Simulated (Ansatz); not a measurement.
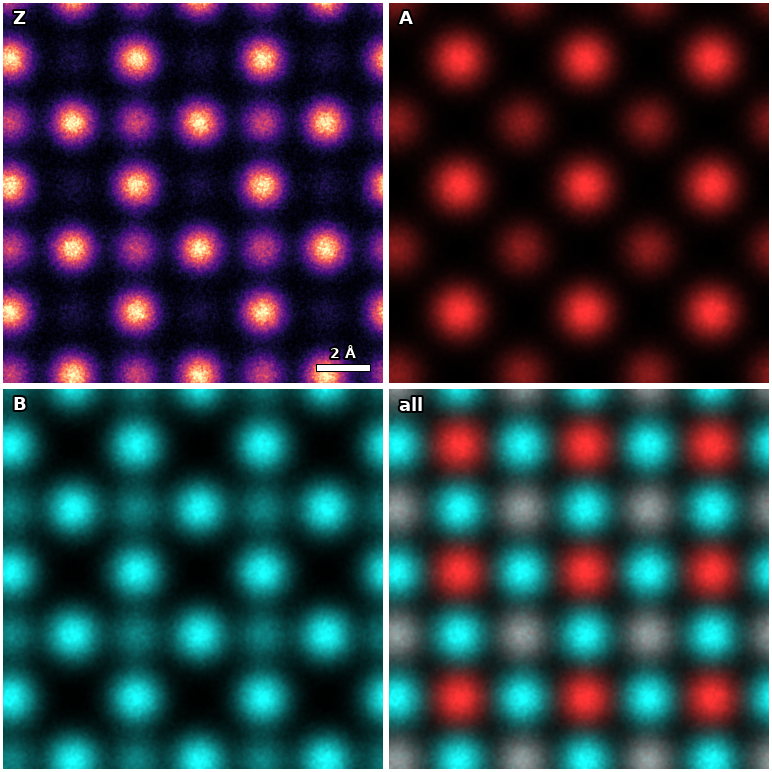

Ca5B3 (Im-3m, No. 229) along [001]. Panel Z: Simulation: incoherent imaging, intensity Z^1.6 per atom, probe width 1.23 Å, thin sample. The probe carries 15 % of its weight in a tail 2.5 times as wide. Shot noise was added. The other panels are simulated element maps (the number of atoms of one element along the beam, blurred by 1.6 Å, with counting noise; each on its own scale, no channelling); the last overlays them. Structure: a calculation's starting geometry; the starting structure was generated, so it need not be a known form of this composition.

```
CELL_PARAMETERS angstrom
6.93474 0.00000 0.00000
0.00000 6.93474 0.00000
0.00000 0.00000 6.93474
ATOMIC_POSITIONS crystal
Ca 0.00000 0.00000 0.00000
Ca 0.25000 0.25000 0.75000
Ca 0.25000 0.75000 0.25000
Ca 0.75000 0.25000 0.25000
Ca 0.25000 0.25000 0.25000
B 0.50000 0.00000 0.00000
B 0.00000 0.00000 0.50000
B 0.00000 0.50000 0.00000
Ca 0.50000 0.50000 0.50000
Ca 0.75000 0.75000 0.25000
Ca 0.75000 0.25000 0.75000
Ca 0.25000 0.75000 0.75000
Ca 0.75000 0.75000 0.75000
B 0.00000 0.50000 0.50000
B 0.50000 0.50000 0.00000
B 0.50000 0.00000 0.50000
```

**Which element does each lettered map show?**

B, B: Ca. The projected cell (4.90 × 4.90 Å, 90°) holds 4 columns: 2 of Ca, 1 of Ca + B and 1 of B. Columns shared by several elements: Ca + B.
